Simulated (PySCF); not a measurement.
**[La(H2O)4]3+: forces at shaken geometries**

How stiff is [La(H2O)4]3+? Its atoms are displaced at random by several amounts. The species was built from a template and needn't be a known compound.

Method: PBE0, La lcecp-1-SVP with ECP46, O def2-SVP, H def2-SVP; scalar-relativistic core potentials, no spin–orbit coupling; program: PySCF 2.14.0.

5 further runs of the same task are left out: 2 for a known fault of the program, 3 set aside as unsound or not needed.

### Step 1. The system as given

13 atoms, charge 3, spin multiplicity 1.

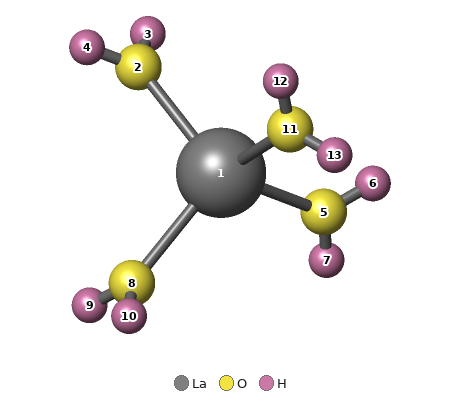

The geometry (lanthanum grey, oxygen yellow, hydrogen pink); atoms are numbered from 1 in the order of the file.

Coordinates:

```xyz
13

La    0.00005    0.00000    0.00000
O     1.45930    1.34532    1.40606
H     1.40357    1.50051    2.37464
H     2.25532    1.85729    1.14350
O    -1.45907   -1.40609    1.34541
H    -2.25548   -1.14344    1.85709
H    -1.40365   -2.37458    1.50036
O     1.45930   -1.34532   -1.40606
H     2.25532   -1.85729   -1.14350
H     1.40357   -1.50051   -2.37464
O    -1.45907    1.40609   -1.34541
H    -1.40365    2.37458   -1.50036
H    -2.25548    1.14344   -1.85709
```

Formal oxidation states: La +3. The 4f shell is empty and lies in the core potential. An earlier session relaxed this geometry at PBE0, La lcecp-1-SVP with ECP46, O def2-SVP, H def2-SVP (singlet, point group S4).

Its energy there is -335.797877 Eh.

### Step 2. Atoms moved at random, σ = 0.06 Å

File run.py (the lines that set the calculation):

```python
mol = gto.M(atom='''
La    -0.03980    -0.00112    -0.00750
O      1.46781     1.42058     1.23619
H      1.35940     1.40563     2.47267
H      2.23631     1.95673     1.15111
O     -1.48216    -1.44311     1.39940
H     -2.29562    -1.07997     1.85918
H     -1.48380    -2.43465     1.57922
O      1.64417    -1.43545    -1.38627
H      2.26712    -1.81179    -1.20615
H      1.33212    -1.58463    -2.27836
O     -1.37762     1.44972    -1.41394
H     -1.31305     2.31712    -1.49422
H     -2.31488     1.24095    -1.91132''',
    basis={'La': 'lcecp-1-SVP', 'O': 'def2-SVP', 'H': 'def2-SVP'},
    ecp={'La': 'lcecp-1-SVP'},
    charge=3, spin=0)
mf = dft.RKS(mol, xc='PBE0')
mf.grids.atom_grid = (50, 194)  # f atoms: unpruned, at least (60, 302)
mf = mf.density_fit()  # fitting sets: La AutoAux, O def2-universal-JKFIT, H def2-universal-JKFIT
mf.conv_tol = 1e-08; mf.max_cycle = 55
mf.kernel(dm0)  # dm0: the density of the relaxed state
```

On the command line:

```bash
> OMP_NUM_THREADS=2 python run.py
```

### Step 3. Atoms moved at random, σ = 0.06 Å

File run.py (the lines that set the calculation):

```python
mol = gto.M(atom='''
La     0.03894     0.03196     0.07681
O      1.46217     1.23266     1.42937
H      1.39571     1.49676     2.38760
H      2.24584     1.85382     1.05620
O     -1.50890    -1.29487     1.31637
H     -2.32691    -1.21568     1.81179
H     -1.44404    -2.32451     1.55879
O      1.45233    -1.35002    -1.44622
H      2.32559    -1.89564    -1.19531
H      1.36111    -1.42810    -2.30301
O     -1.37520     1.40045    -1.42142
H     -1.40131     2.33352    -1.38470
H     -2.22532     1.15966    -1.88626''',
    basis={'La': 'lcecp-1-SVP', 'O': 'def2-SVP', 'H': 'def2-SVP'},
    ecp={'La': 'lcecp-1-SVP'},
    charge=3, spin=0)
mf = dft.RKS(mol, xc='PBE0')
mf.grids.atom_grid = (50, 194)  # f atoms: unpruned, at least (60, 302)
mf = mf.density_fit()  # fitting sets: La AutoAux, O def2-universal-JKFIT, H def2-universal-JKFIT
mf.conv_tol = 1e-08; mf.max_cycle = 55
mf.kernel(dm0)  # dm0: the density of the relaxed state
```

### Step 4. Atoms moved at random, σ = 0.15 Å

File run.py (the lines that set the calculation):

```python
mol = gto.M(atom='''
La    -0.16701     0.11999    -0.04926
O      1.49026     1.22075     1.24534
H      1.53083     1.42704     2.42014
H      2.55798     1.76354     1.28957
O     -1.39932    -1.45407     1.26599
H     -2.19185    -1.01742     1.91242
H     -1.43563    -2.44631     1.51345
O      1.61327    -1.47348    -1.35985
H      2.22697    -1.64920    -0.96682
H      1.28622    -1.68928    -2.51752
O     -1.65689     1.61873    -1.49684
H     -1.42704     2.34390    -1.55749
H     -2.42779     1.23580    -1.69913''',
    basis={'La': 'lcecp-1-SVP', 'O': 'def2-SVP', 'H': 'def2-SVP'},
    ecp={'La': 'lcecp-1-SVP'},
    charge=3, spin=0)
mf = dft.RKS(mol, xc='PBE0')
mf.grids.atom_grid = (50, 194)  # f atoms: unpruned, at least (60, 302)
mf = mf.density_fit()  # fitting sets: La AutoAux, O def2-universal-JKFIT, H def2-universal-JKFIT
mf.conv_tol = 1e-08; mf.max_cycle = 55
mf.kernel(dm0)  # dm0: the density of the relaxed state
```

Before running it: what results should come out? Wanted: for each run, σ; energy rise; harmonic estimate −½ F·u; largest force component.

**Answer**, as computed:

| σ (Å) | energy rise (eV) | harmonic estimate −½ F·u (eV) | largest force component (eV/Å) |
| --- | --- | --- | --- |
| 0.06 | 4.098 | 4.654 | 22.84 |
| 0.06 | 1.159 | 1.162 | 9.33 |
| 0.15 | 8.436 | 8.008 | 25.86 |

Every displacement raises the energy. For a harmonic well the rise equals −½ F·u; the two differ by at most 14 % here (a move with σ = 0.06 Å), from anharmonicity, the grid and the small forces left at the relaxed point. These are double-zeta-type bases without diffuse functions. Spin–orbit coupling is left out.
